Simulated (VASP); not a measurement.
Band structure of MnSe2 (space group R-3m). Method: PBE GGA, VASP's PBE PAW potentials (set 64) (plane waves; VASP).

The moments were started parallel, and other spin orders were not tried in this run.

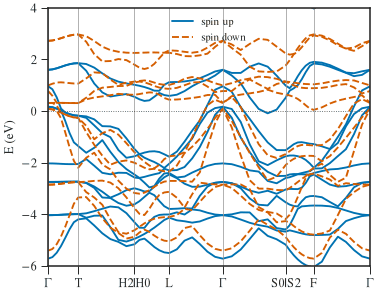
Figure. Bands along high-symmetry lines, zero at the valence-band maximum or, without a gap, the Fermi level

Read the plot: is there a gap, and where are the band edges?

It has no gap at this level: it comes out as a metal or semimetal.

The structure was generated: MnSe2 was put into an ordered model structure, which need not be its known phase. The cell was not relaxed at this level. The k-mesh is coarse (spacing up to 0.51 per Å, 2π included), so the numbers may not be converged in it.
